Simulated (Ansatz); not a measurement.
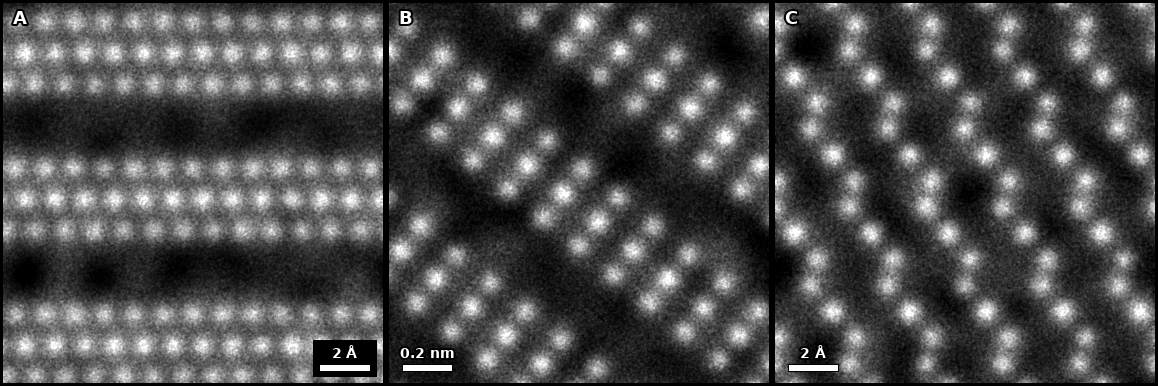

Three views of RuBr$_{2}$ (P-3m1, No. 164) along different zone axes. Simulated as the projected potential of neutral atoms (B = 0.5 Å²) blurred by a 0.50 Å probe, the thin-sample limit of integrated differential phase contrast. Shot noise and the speckle of an amorphous layer were added. Model: coordinates from a relaxation at fixed volume with Ansatz, DFT PBEsol, scalar-relativistic, plane waves, PAW; the starting structure was generated, so it need not be a known form of this composition.

```
Ru Br
1.0
     3.72650    0.00000    0.00000
    -1.86325    3.22724    0.00000
     0.00000    0.00000    6.02426
Ru Br
1 2
Direct
  0.00000 0.00000 0.00000
  0.33333 0.66667 0.21335
  0.66667 0.33333 0.78665
```

**Match the panels to the zone axes [101], [210] and [310].**

A is [310]: projected cell 1.22 × 6.02 Å, 90°, plane group p2. B is [210]: projected cell 1.86 × 6.02 Å, 90°, plane group p2mm. C is [101]: projected cell 3.17 × 3.60 Å, 116°, plane group p2.
